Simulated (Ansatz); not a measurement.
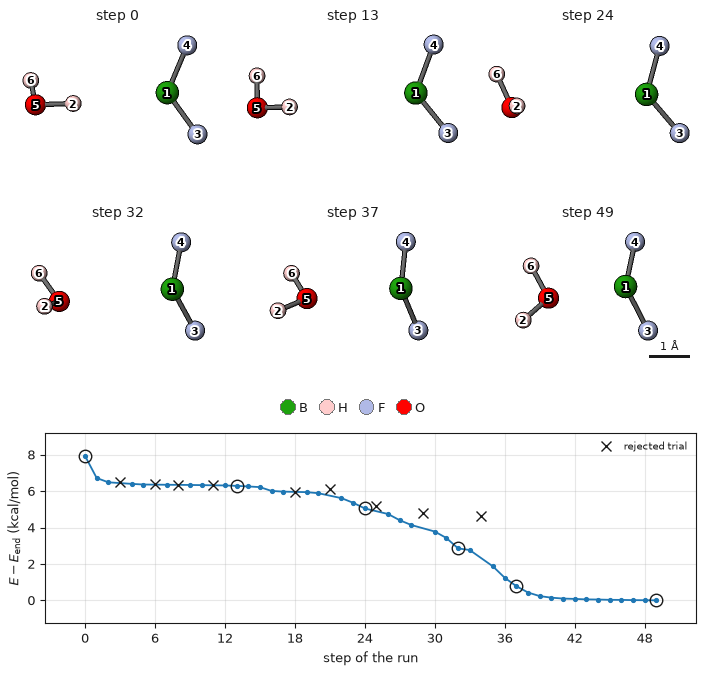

Frames of a relaxation of BH2OF2 (multiplicity 2), marked on the history of the run. The picture is a ball-and-stick view, seen at a tilt.

The run prepares an end point of a later path (reaction) calculation, from a guessed geometry.

Computed with UHF/def2-SVP (Ansatz 0.2.0). Settings: collinear spin; force threshold 0.03 eV/Å; at most 50 steps.

Describe the path.

Answer. The relaxation stopped without meeting its thresholds, so the last structure isn't shown to be converged. It used up its limit of 50 steps. The largest move after the best rigid fit is that of O5, 1.09 Å. By element the largest moves are O 1.09 Å, H 0.89 Å, F 0.72 Å, B 0.43 Å. Among the contacts that change: B1–O5 3.360 → 2.154 Å, B1–F4 1.295 → 1.317 Å, H2–O5 0.968 → 0.947 Å, B1–F3 1.294 → 1.312 Å. Bond angles that change, for instance: H2–O5–H6 104.5° → 107.1°, F3–B1–F4 121.2° → 119.0°. The energy falls by 7.93 kcal/mol in 40 accepted moves (49 points after the start). The largest force component goes from 1.4 to 0.03 eV/Å. The line search rejected the trial steps at points 3, 6, 8, 11, 18, 21, 25, 29 and more of the run. The forces were under the threshold at step 9, but the run went on from there. Cost: 45 s on 1 thread of Arm Neoverse V1, with other jobs on the host, peak memory 0.12 GiB. From step 0 to 13: H2 moves most (0.48 Å), energy −1.65 kcal/mol. From step 13 to 24: O5 moves most (0.53 Å), energy −1.24 kcal/mol. From step 24 to 32: O5 moves most (0.46 Å), energy −2.19 kcal/mol. From step 32 to 37: H6 moves most (0.43 Å), energy −2.07 kcal/mol. From step 37 to 49: H6 moves most (0.39 Å), energy −0.78 kcal/mol.

```csv
step,"E − E(0), kcal/mol","largest force component, eV/Å",note
0,0.00,1.4032,
1,-1.22,0.4929,
2,-1.45,0.2916,
3,-1.41,0.4717,rejected
4,-1.54,0.0935,
5,-1.57,0.0690,
6,-1.57,0.1997,rejected
7,-1.59,0.0782,
8,-1.58,0.2069,rejected
9,-1.60,0.0214,
10,-1.61,0.1279,
12,-1.62,0.1051,
14,-1.68,0.1797,
16,-1.93,0.1385,
18,-1.96,0.4247,rejected
20,-2.05,0.6539,
22,-2.32,0.3871,
24,-2.89,0.5029,
26,-3.19,0.4524,
28,-3.80,0.3738,
31,-4.51,0.5958,
33,-5.17,1.2227,
35,-6.07,0.8999,
37,-7.16,0.7349,
39,-7.70,0.2779,
41,-7.83,0.2556,
43,-7.88,0.0723,
45,-7.90,0.0701,
47,-7.92,0.0570,
49,-7.93,0.0302,
```

Limits of the set-up: the start holds two separate molecules, 2.4 Å apart at their closest, whose relative position is a soft coordinate and is computed without a dispersion correction; Hartree-Fock leaves out electron correlation.
